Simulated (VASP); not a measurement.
Band structure of SiC (zinc blende). Calculation: B3LYP hybrid, VASP's PBE PAW potentials (set 64) (plane waves; VASP).

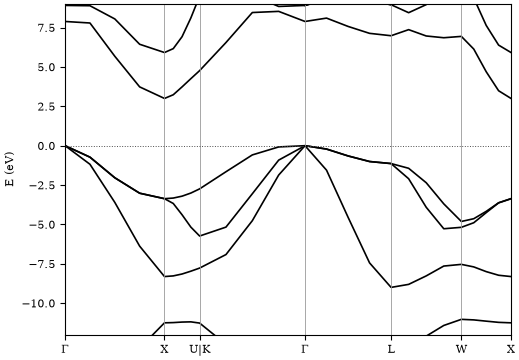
Figure: Bands along high-symmetry lines, zero at the valence-band maximum or, without a gap, the Fermi level

Task: Read the plot: is there a gap, and where are the band edges?

Result: The gap is indirect, 3.00 eV, from the valence maximum at Γ to the conduction minimum at X.

Measured: gap 2.53 eV (computed value off by +0.47 eV), as given by Wei Chen et al., Physical Review Materials (2018), doi:10.1103/physrevmaterials.2.073803 [zero-point renormalisation of 0.11 eV added back (the table's ZPR column)].

The compound is SiC in the zinc blende structure. It was relaxed first. The cell's shape comes from a PBE relaxation.
